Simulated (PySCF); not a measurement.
# doublet BBr2F+: levels of theory compared

We compute a comparison of 6 runs (U-revPBE/cc-pVDZ, UBHLYP/cc-pVDZ, UM06-2X/cc-pVDZ, UPBE/cc-pVDZ, USVWN5/cc-pVDZ, UCCSD(T)/cc-pVDZ) of doublet BBr2F+. 

The calculation is run with PySCF 2.14.0.

3 further runs of the same task are left out: 3 set aside as unsound or not needed.

## Step 1: Starting point

The species is BBr2F+ (4 atoms), meant as a doublet with charge +1. SMILES of the parent species: `FB(Br)Br`. The shape is that of a PBE0-D4/def2-TZVP optimisation. That shape belongs to the parent species and isn't relaxed for this state.

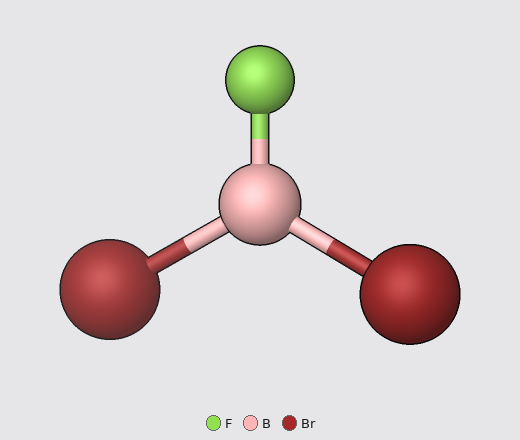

Viewed from a chosen angle; fluorine green, boron pink, bromine red.

## Step 2: A single-point energy at U-revPBE/cc-pVDZ (run 1)

job.py

```python
from pyscf import gto, dft

molecule = gto.M(
    atom='''
F    1.316550   0.465960   0.364370
B    0.123960   0.043770   0.034160
Br  -0.483040  -1.629420   0.701450
Br  -0.957470   1.119690  -1.099980
''',
    basis='cc-pvdz',
    max_memory=1860,
    spin=1,
    charge=1,
    verbose=4,
)

mf = dft.UKS(molecule, xc='revpbe')
mf.grids.level = 5
mf.conv_tol = 1e-10
mf.kernel()
if not mf.converged:
    mf = mf.newton().run(mf.mo_coeff, mf.mo_occ)

etot = mf.e_tot
print('E(%s) = %.9f' % ('REVPBE', etot))
```

Launch:

```console
OMP_NUM_THREADS=1 python job.py
```

What it wrote:

```text
PySCF version 2.14.0

[... 55 lines left out ...]
WARN: HOMO -0.293349761306823 >= LUMO -0.293349761306822
[... 54 lines left out ...]
converged SCF energy = -5272.21734787495  <S^2> = 0.75153335  2S+1 = 2.0015328
E(REVPBE) = -5272.217347875
```

It took 34 s on 1 thread of Arm Neoverse V1, shared host; peak memory 0.45 GiB.

## Step 3: A single-point energy at UBHLYP/cc-pVDZ (run 2)

input.py

```python
from pyscf import gto, dft

system = gto.M(
    atom='''
F      2.487919     0.880537     0.688560
B      0.234250     0.082713     0.064553
Br    -0.912813    -3.079158     1.325548
Br    -1.809356     2.115907    -2.078661
''',
    charge=1,
    basis='cc-pvdz',
    unit='bohr',
    verbose=3,
    spin=1,
    max_memory=1860,
)

ks = dft.UKS(system)
ks.xc = 'bhandhlyp'
ks.conv_tol = 1e-10
ks.grids.level = 5
ks.kernel()
if not ks.converged:
    ks = ks.newton().run(ks.mo_coeff, ks.mo_occ)

etot = ks.e_tot
print('E(%s) = %.9f' % ('BHLYP', etot))
```

Launch:

```console
OMP_NUM_THREADS=1 python input.py
```

What it wrote:

```text
converged SCF energy = -5272.61181619178  <S^2> = 0.75870554  2S+1 = 2.0086867
E(BHLYP) = -5272.611816192
```

Run time: 32 s. Hardware: 1 thread of Arm Neoverse V1, shared host; peak memory 0.45 GiB.

Runs 3 to 5 aren't shown in full; the table further down has their settings and results.

## Step 4: A single-point energy at UCCSD(T)/cc-pVDZ (run 6)

run.py

```python
from pyscf import gto, cc

mol = gto.M(
    atom=[
    ('F', (1.316550, 0.465960, 0.364370)),
    ('B', (0.123960, 0.043770, 0.034160)),
    ('Br', (-0.483040, -1.629420, 0.701450)),
    ('Br', (-0.957470, 1.119690, -1.099980)),
],
    charge=1,
    spin=1,
    basis='cc-pvdz',
    max_memory=1860,
    verbose=3,
)

calc0 = mol.UHF()
calc0.conv_tol = 1e-10
calc0.kernel()
if not calc0.converged:
    calc0 = calc0.newton().run(calc0.mo_coeff, calc0.mo_occ)

mycc = cc.CCSD(calc0, frozen=20)
mycc.kernel()
e_t = mycc.ccsd_t()
etot = mycc.e_tot + e_t
print('E = %.10f Eh' % etot)
```

Launch:

```console
OMP_NUM_THREADS=1 python run.py
```

What it wrote:

```text
converged SCF energy = -5268.63391486584  <S^2> = 0.78033335  2S+1 = 2.0301067
E(UCCSD) = -5269.172305395678  E_corr = -0.5383905298344414
UCCSD(T) correction = -0.0165760558758732
E = -5269.1888814516 Eh
```

It took 3.1 min on 1 thread of Arm Neoverse V1, shared host; peak memory 0.7 GiB.

## Step 5: Overview of the runs

| run | level | integration grid | frozen core orbitals | energy (Eh) | HOMO energy (eV) | LUMO energy (eV) | ⟨S²⟩ | wall time |
| --- | --- | --- | --- | --- | --- | --- | --- | --- |
| 1 | U-revPBE/cc-pVDZ | 5 | – | -5272.217348 | -14.01 | -13.60 | 0.752 | 34 s |
| 2 | UBHLYP/cc-pVDZ | 5 | – | -5272.611816 | -15.84 | -12.43 | 0.759 | 32 s |
| 3 | UM06-2X/cc-pVDZ | 5 | – | -5272.725314 | -16.19 | -12.65 | 0.756 | 59 s |
| 4 | UPBE/cc-pVDZ | 5 | – | -5271.794774 | -14.05 | -13.67 | 0.751 | 33 s |
| 5 | USVWN5/cc-pVDZ | 5 | – | -5264.698217 | -14.21 | -13.97 | 0.751 | 19 s |
| 6 | UCCSD(T)/cc-pVDZ | – | 20 | -5269.188881 | -16.51 | -10.09 | 0.780 | 3.1 min |

## Step 6: Summary of results

| quantity | value |
| --- | --- |
| run 6: total energy | -5269.18888 Eh |
| run 6: HOMO energy (Hartree–Fock orbitals) (highest over α and β) | -16.51 eV |
| run 6: LUMO energy (Hartree–Fock orbitals) (lowest over α and β) | -10.09 eV |
| run 6: correlation energy (20 core orbitals frozen) | -555.0 mEh |
| run 6: (T) correction | -16.58 mEh |
| run 6: ⟨S²⟩ of the reference determinant | 0.780 |
| run 6: T1 diagnostic | 0.015 |

Totals of different functionals can't be ranked against each other. All runs together took 6 min, the longest 3.1 min.
